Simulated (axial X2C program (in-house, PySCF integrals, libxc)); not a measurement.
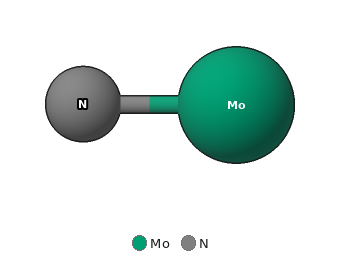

Fig. 1: The molecule at the reference distance of 1.610 Å.

**Run report: MoN, relativistic diatomic calculation**

- system: MoN, single determinant with M_S = 3/2 and |Λ| = 0.
- method: TPSSh, spin-free X2C-1e, Mo dyall-cv3z, N dyall-av3z (cores contracted) (axial X2C program (in-house, PySCF integrals, libxc))

**Input**
```
{"zs": [42, 7], "q": 0, "bas": ["dyall-cv3z", "dyall-av3z"], "levels": ["PBE0", "HF", "TPSSh"], "cc": true, "r0": 1.81, "thr": -1.0, "nmax": 90, "npts": 10, "nst": 2, "ntry": 6}
```

The line is the task of a batch: nuclear charges, charge, bases, the levels to run, a first guess of the distance and further settings. This report covers TPSSh without spin-orbit coupling. The log is that of the reference distance 1.61 Å.

Hardware: 1 thread of Intel Xeon @ 2.60GHz (Ice Lake), 24 GiB of memory available, shared host.

Launched within a batch (the task file carries these settings):
```bash
python <driver script> task.json out
```

**Log**
```
spin-free X2C-1e  TPSSh
basis functions 211  fitting functions 972  grid points 5077
iter        total energy     max residual
   1      -4103.091953083     7.74e-02
   2      -4103.093114924     4.40e-03
   3      -4103.093169106     3.07e-03
   4      -4103.093209939     3.59e-03
   5      -4103.093224177     5.20e-04
   6      -4103.093228070     1.20e-03
   7      -4103.093229234     1.30e-04
   8      -4103.093229275     6.77e-05
   9      -4103.093229289     7.39e-06
  10      -4103.093229289     4.33e-06
converged
one-electron -5850.09093560  Coulomb 1781.89296842  exact exchange -12.90575299  xc functional -118.62186937  nuclear repulsion 96.63236025
```

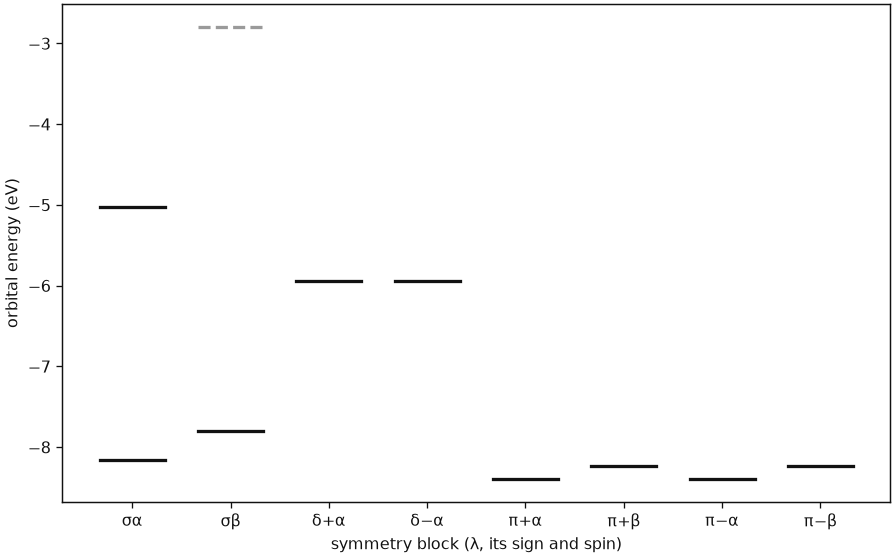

Fig. 2: Orbital energies near the frontier at 1.61 Å, filled (solid) and empty (dashed); a label such as π−α means λ = −1 and α spin. The highest filled orbital (σα; 55 % Mo s, 20 % N p) lies at −5.03 eV, the lowest empty one (σβ; 60 % Mo s, 13 % N p) at −2.80 eV.

**What the run reported**

| quantity | value |
| --- | --- |
| outcome | not converged in a step after the SCF shown |
| largest ⟨S²⟩ along the curve | 3.90 |
| wall time | 25 s |
| peak memory | 0.67 GiB |

**Diagnosis**

The SCF whose log is shown converged, but a later step did not. The run therefore gave no full result.
